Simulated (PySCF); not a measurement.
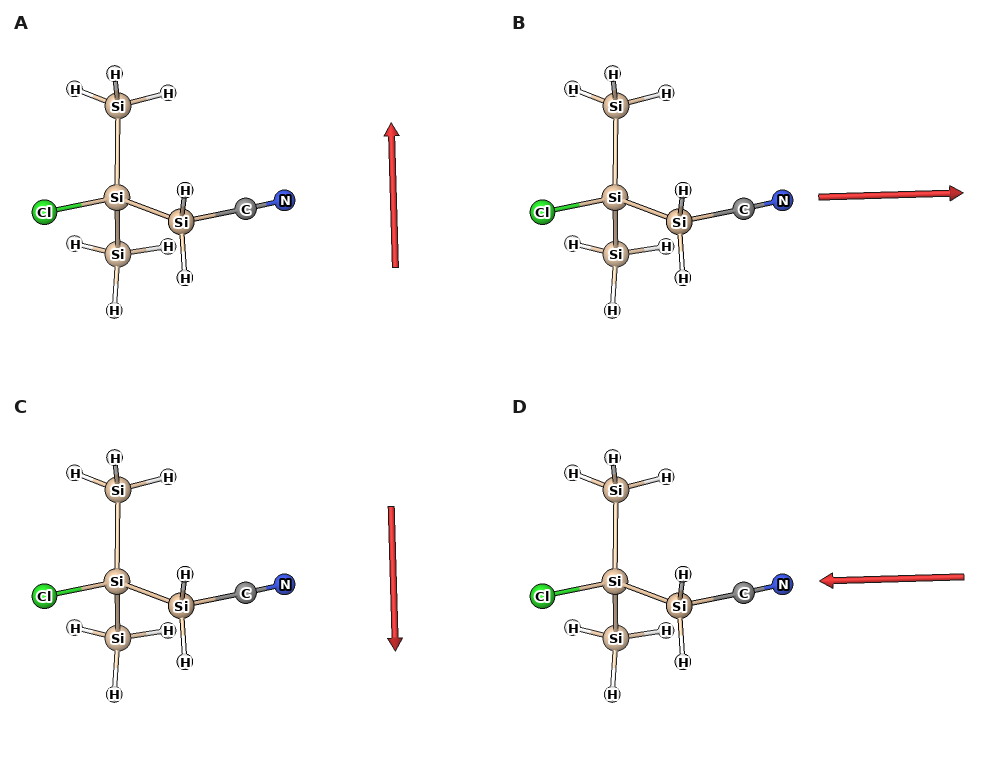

The same molecule four times, each with an arrow. Computed geometry: GFN2-xTB optimisation. No frequency run is at hand to confirm it as a minimum. Method: PBE0/pcSseg-1, gas phase (PySCF 2.14.0).

Which arrow points along the dipole moment, from the negative to the positive end?

D. The dipole moment is 2.19 D.

The geometry is semi-empirical. Around Si such bond lengths and angles can be off by a tenth of an ångström or more and by several degrees, and values that hang on the shape move with them.
